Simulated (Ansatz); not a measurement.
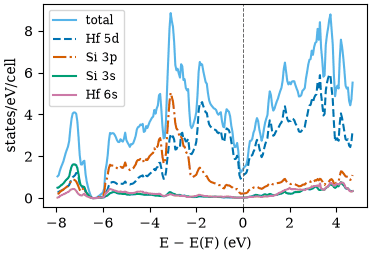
Figure: Total and projected density of states of HfSi in space group Pnma (No. 62; Si on 4c, Hf on 4c), plane-wave PAW PBEsol (Ansatz code)

Problem. Which orbitals carry the states next to the Fermi level?

Solution. Within 0.5 eV of the Fermi level: Hf 5d 75 %, Si 3p 16 %, outside the projected shells 5 %. Projections are on Löwdin-orthogonalised atomic valence shells; empty p or d shells of many metals are not among them.

Problem. Where is the tallest occupied peak in this window, and what makes it?

Solution. Near -3.1 eV, about 8.9 states/eV per cell; the largest projected share is Si 3p.

The workflow started from an entry of the Crystallography Open Database (COD). Whether it is the stable phase at ambient conditions was not checked. The cell was relaxed with PBEsol under the symmetry of its start; whether a distortion lowers the energy is not shown. No spin polarisation was allowed. Scalar-relativistic: spin–orbit coupling is off unless named, which matters more the heavier the elements.

Potentials: the later of the program's two PAW sets.
